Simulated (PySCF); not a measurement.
# C₆H₁₈BN: NMR shifts at several levels of theory, part 2 of 2

PySCF 2.14.0. Atoms count from 0. The steps go on from the part before.

### Step 7. Shielding tensors: PBE0/6-31G*

Job settings and geometry (Å):

```
{"job": {"kind": "nmr", "xc": "PBE0", "basis": "6-31G*", "pop": true}, "charge": 0, "multiplicity": 1}
B     -0.139744    -0.524925    -1.854206
N      0.145365     0.118452    -0.366004
C     -0.441985    -0.736399     0.702406
C     -1.948262    -0.871372     0.668129
C     -0.449469     1.485299    -0.373707
C     -0.331263     2.292914     0.904739
C      1.615327     0.238444    -0.142651
C      2.419673    -1.034516    -0.296879
H     -1.310985    -0.293685    -2.122968
H      0.624967     0.061547    -2.614413
H      0.085143    -1.726089    -1.782978
H     -0.110445    -0.344945     1.679986
H      0.010621    -1.727467     0.576570
H     -2.466206     0.074825     0.883765
H     -2.254154    -1.594728     1.438083
H     -2.286394    -1.240232    -0.309058
H      0.028098     2.006860    -1.215395
H     -1.501215     1.361410    -0.658246
H      0.709435     2.506169     1.188394
H     -0.828380     1.808607     1.758707
H     -0.828140     3.261899     0.749751
H      1.772758     0.655778     0.865984
H      1.967715     0.982593    -0.870985
H      2.138644    -1.806966     0.433287
H      3.479582    -0.794596    -0.124949
H      2.313209    -1.453286    -1.304927
```

Level: GIAO PBE0/6-31G* NMR shielding, non-relativistic, gas phase.

The log of the run:

```text
coarse grid: 19824 points
cycle   1  E = -318.6489194857  dE =  4.613e-01  |g| = 5.151e-01  |ddm| = 4.060e+00
cycle   2  E = -318.6544456690  dE = -5.526e-03  |g| = 5.277e-01  |ddm| = 1.052e+00
cycle   3  E = -318.7245456253  dE = -7.010e-02  |g| = 6.923e-02  |ddm| = 4.741e-01
cycle   4  E = -318.7253776121  dE = -8.320e-04  |g| = 3.408e-02  |ddm| = 9.627e-02
cycle   5  E = -318.7256425903  dE = -2.650e-04  |g| = 5.063e-03  |ddm| = 3.523e-02
cycle   6  E = -318.7256489376  dE = -6.347e-06  |g| = 1.655e-03  |ddm| = 6.797e-03
final grid: 186144 points
cycle   7  E = -318.6628026604  dE = -1.083e-04  |g| = 1.171e-02  |ddm| = 4.765e-02
cycle   8  E = -318.6627978131  dE =  4.847e-06  |g| = 1.261e-02  |ddm| = 2.433e-02
cycle   9  E = -318.6628402666  dE = -4.245e-05  |g| = 7.753e-04  |ddm| = 1.281e-02
cycle  10  E = -318.6628403945  dE = -1.279e-07  |g| = 3.534e-04  |ddm| = 1.176e-03
cycle  11  E = -318.6628404207  dE = -2.618e-08  |g| = 8.575e-05  |ddm| = 3.230e-04
cycle  12  E = -318.6628404221  dE = -1.399e-09  |g| = 2.886e-05  |ddm| = 9.399e-05
cycle  13  E = -318.6628404223  dE = -2.060e-10  |g| = 3.754e-06  |ddm| = 3.045e-05
converged SCF energy = -318.6628404223

GIAO shielding tensors (ppm)
atom      isotropic    diamagn.    paramagn.     s11        s22        s33       span
  0 B      124.709     193.140     -68.430    107.319    114.387    152.422     45.103
  1 N      211.478     311.047     -99.569    193.193    209.727    231.514     38.321
  2 C      147.131     246.199     -99.067    122.187    140.574    178.632     56.444
  3 C      183.825     248.569     -64.744    175.700    181.959    193.818     18.118
  4 C      142.148     243.719    -101.571    113.198    133.964    179.283     66.085
  5 C      186.683     248.608     -61.926    180.851    185.067    194.130     13.280
  6 C      138.652     244.851    -106.199    114.700    124.480    176.775     62.075
  7 C      183.298     247.398     -64.100    174.982    183.006    191.907     16.925
  8 H       29.635      32.655      -3.020     26.345     27.797     34.763      8.417
  9 H       29.852      32.441      -2.589     26.700     27.487     35.368      8.668
 10 H       29.666      32.748      -3.082     25.852     28.186     34.958      9.105
 11 H       29.669      32.953      -3.285     26.390     28.744     33.872      7.483
 12 H       28.864      32.894      -4.030     22.864     30.936     32.791      9.927
 13 H       30.998      31.126      -0.127     25.997     31.109     35.888      9.890
 14 H       31.184      29.614       1.569     26.625     28.288     38.637     12.012
 15 H       29.952      30.192      -0.240     24.730     29.835     35.292     10.562
 16 H       29.246      31.793      -2.548     23.841     30.112     33.784      9.943
 17 H       28.608      32.146      -3.538     24.690     28.682     32.451      7.761
 18 H       30.925      30.599       0.326     25.717     30.648     36.410     10.693
 19 H       31.123      30.919       0.204     26.299     31.146     35.922      9.623
 20 H       31.267      29.185       2.082     26.880     28.144     38.776     11.896
 21 H       29.348      32.544      -3.196     23.277     31.601     33.166      9.889
 22 H       29.409      32.076      -2.667     24.594     29.237     34.397      9.803
 23 H       30.926      30.541       0.384     25.935     30.890     35.952     10.017
 24 H       31.250      29.006       2.244     26.715     28.537     38.499     11.784
 25 H       29.695      29.484       0.212     24.442     29.737     34.907     10.465
```

Run time: 25 s. Hardware: 1 thread, shared host.

Key values: δ C2 51.5, C3 9.5, B0 -12.5, N1 47.9, H11 2.77, H8 2.25 ppm (means over like atoms).

### Step 8. NMR shieldings: PBE0/6-311+G(2d,p)

The job, as its differences from that of step 7:

```diff
@@ -1,2 +1,2 @@
-{"job": {"kind": "nmr", "xc": "PBE0", "basis": "6-31G*", "pop": true}, "charge": 0, "multiplicity": 1}
+{"job": {"kind": "nmr", "xc": "PBE0", "basis": "6-311+G(2d,p)", "pop": true}, "charge": 0, "multiplicity": 1}
 B     -0.139744    -0.524925    -1.854206
```

Method: GIAO PBE0/6-311+G(2d,p) NMR shielding, non-relativistic, gas phase.

The log of the run:

```text
coarse grid: 19824 points
cycle   1  E = -318.6852774999  dE =  4.601e-01  |g| = 5.303e-01  |ddm| = 4.243e+00
cycle   2  E = -318.6839195582  dE =  1.358e-03  |g| = 5.714e-01  |ddm| = 2.006e+00
cycle   3  E = -318.7637027149  dE = -7.978e-02  |g| = 7.034e-02  |ddm| = 8.490e-01
cycle   4  E = -318.7643423811  dE = -6.397e-04  |g| = 4.378e-02  |ddm| = 1.566e-01
cycle   5  E = -318.7647701331  dE = -4.278e-04  |g| = 5.988e-03  |ddm| = 5.673e-02
cycle   6  E = -318.7647785633  dE = -8.430e-06  |g| = 1.992e-03  |ddm| = 1.804e-02
final grid: 186144 points
cycle   7  E = -318.7558159304  dE = -2.207e-04  |g| = 1.203e-02  |ddm| = 2.628e-01
cycle   8  E = -318.7558101090  dE =  5.821e-06  |g| = 1.294e-02  |ddm| = 3.337e-02
cycle   9  E = -318.7558527505  dE = -4.264e-05  |g| = 9.249e-04  |ddm| = 1.627e-02
cycle  10  E = -318.7558529364  dE = -1.859e-07  |g| = 4.297e-04  |ddm| = 4.175e-03
cycle  11  E = -318.7558529751  dE = -3.867e-08  |g| = 1.633e-04  |ddm| = 6.720e-04
cycle  12  E = -318.7558529800  dE = -4.946e-09  |g| = 4.280e-05  |ddm| = 2.245e-04
cycle  13  E = -318.7558529804  dE = -4.135e-10  |g| = 5.818e-06  |ddm| = 6.290e-05
converged SCF energy = -318.7558529804

GIAO shielding tensors (ppm)
atom      isotropic    diamagn.    paramagn.     s11        s22        s33       span
  0 B      118.427     185.358     -66.931     99.576    108.056    147.649     48.073
  1 N      197.161     310.755    -113.594    176.144    195.017    220.321     44.177
  2 C      137.394     243.459    -106.065    110.755    130.268    171.160     60.405
  3 C      176.682     245.291     -68.609    167.592    174.639    187.815     20.223
  4 C      131.926     238.499    -106.573    101.372    122.691    171.715     70.342
  5 C      179.686     244.465     -64.778    173.098    177.711    188.251     15.154
  6 C      128.054     239.800    -111.746    101.926    113.110    169.126     67.200
  7 C      176.071     244.361     -68.289    167.015    175.448    185.751     18.736
  8 H       29.402      29.283       0.119     26.231     27.622     34.352      8.121
  9 H       29.612      29.185       0.428     26.377     27.487     34.973      8.596
 10 H       29.515      29.271       0.244     25.661     28.152     34.732      9.071
 11 H       29.267      32.107      -2.840     25.932     28.305     33.564      7.633
 12 H       28.454      31.837      -3.384     22.453     30.502     32.407      9.955
 13 H       30.637      31.388      -0.751     25.648     30.529     35.734     10.087
 14 H       30.753      30.362       0.390     26.208     27.625     38.425     12.217
 15 H       29.555      30.399      -0.844     24.317     29.540     34.808     10.491
 16 H       28.861      30.148      -1.287     23.442     29.847     33.295      9.853
 17 H       28.208      30.566      -2.358     24.218     28.457     31.950      7.732
 18 H       30.446      30.911      -0.465     25.167     30.073     36.098     10.931
 19 H       30.707      30.957      -0.250     25.790     30.594     35.737      9.947
 20 H       30.797      29.586       1.211     26.365     27.502     38.525     12.159
 21 H       28.876      31.800      -2.924     22.770     31.139     32.720      9.950
 22 H       29.004      30.232      -1.228     24.176     28.792     34.044      9.867
 23 H       30.507      30.781      -0.274     25.535     30.362     35.623     10.088
 24 H       30.784      29.569       1.215     26.272     27.793     38.287     12.015
 25 H       29.294      29.902      -0.608     24.059     29.503     34.320     10.260
```

Wall time 93 s (1 thread, shared host).

Key values: δ C2 54.0, C3 9.0, B0 -16.0, N1 64.7, H11 2.73, H8 2.00 ppm (means over like atoms).

### Step 9. Run by run: NMR shifts

Shifts (ppm), means over like atoms, with basis size and wall time (the measured row can stand on another reference than the computed rows):

```
               run    C2    C3   H11    H8   H13     B0    N1  functions   time
    B3LYP/pcSseg-1  55.8  10.2  2.57  1.87  1.19  -14.2  74.5        226   47 s
  LC-wPBE/pcSseg-1  52.7   9.4  2.41  1.88  1.16  -17.3  57.5        226   87 s
       PBE0/STO-3G  50.1  16.8  1.96  0.82  1.01   -6.5  21.2         58  7.2 s
        PBE0/6-31G  52.0  10.1  2.83  2.66  1.30  -14.0  43.9        108   17 s
       PBE0/6-31G*  51.5   9.5  2.77  2.25  1.15  -12.5  47.9        148   25 s
PBE0/6-311+G(2d,p)  54.0   9.0  2.73  2.00  1.12  -16.0  64.7        324   93 s
          measured     –     –     –     –     –  -14.0     –          –      –
```

Measured: solution, CDCl3; H. S. Rzepa et al., J. Org. Chem. 2018, An accessible method for DFT calculation of 11B NMR shifts.

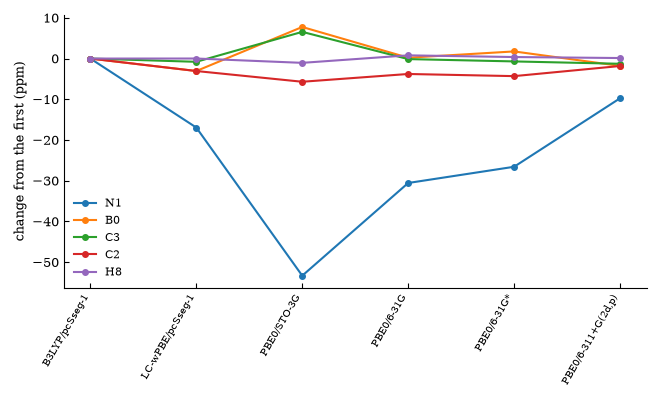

How five of the tabulated atoms move from run to run.

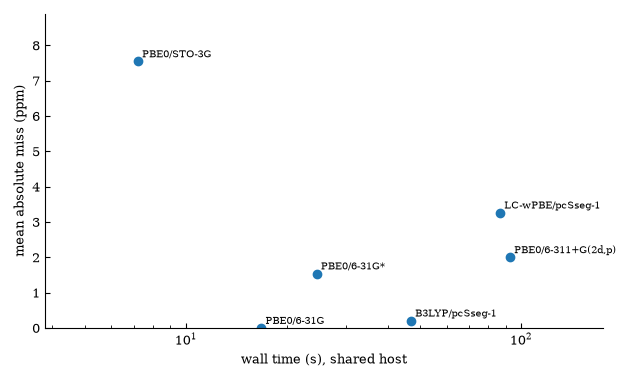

Cost against miss for the one measured ¹¹B shift.

### Step 10. What came out

The summary covers parts 1 to 2.

| quantity | value |
| --- | --- |
| point group | C1 |
| rotational constants (main isotopes) | 2.16, 1.64, 1.32 GHz |
| ¹³C shifts against TMS (B3LYP/pcSseg-1, means over atoms taken as alike) | 55.8, 10.2 ppm |
| ¹H shifts against TMS (B3LYP/pcSseg-1, means over atoms taken as alike) | 2.57, 1.87, 1.19 ppm |
| ¹¹B shifts against BF3·OEt2 (B3LYP/pcSseg-1) | -14.2 ppm |
| ¹⁵N shifts against NH3 (B3LYP/pcSseg-1) | 74.5 ppm |
| measured, and computed on the same scale | B0 δ -14.0, -14.2 ppm |
| range of the shift of N1 | 21.2 to 74.5 ppm |
| property runs in this session | 6, of which 0 failed and 1 gave unsound results |

What this shows: Single values in the summary come from the first run of each kind that ended normally (B3LYP/pcSseg-1), which need not be the best level. The optimisation took 8 steps and gained 0.099 eV; among the close pairs (by a distance rule), B0–H9 changed most, from 1.193 to 1.227 Å. H11, H12, H16, H17, H21, H22 (mean) (hydrogen on an sp3 CH2 bonded to N) lies farthest downfield among hydrogen, at 2.57 ppm; its carbon carries N, which withdraws density. At B3LYP/pcSseg-1: Shielding is most anisotropic at C2, C4, C6 (span 67 ppm, paramagnetic term -126 ppm). The one measured ¹¹B shift is missed by -0.2 ppm (computed less measured, unscaled). Vibration, temperature and solvent are missing from the calculation, and it holds one conformer, so part of the miss against the measured shifts is not the functional's. In ppm, N1 moves most: its shift spreads over 53.3 ppm, from 21.2 (PBE0/STO-3G) to 74.5 (B3LYP/pcSseg-1). A minimal basis is unusable for shieldings, so that end is no result. For the one measured ¹¹B shift, PBE0/6-31G misses least (0.00 ppm, 17 s) and PBE0/STO-3G most (7.55 ppm, 7.2 s). One molecule ranks no method: errors cancel, and vibration and temperature are missing from all runs.
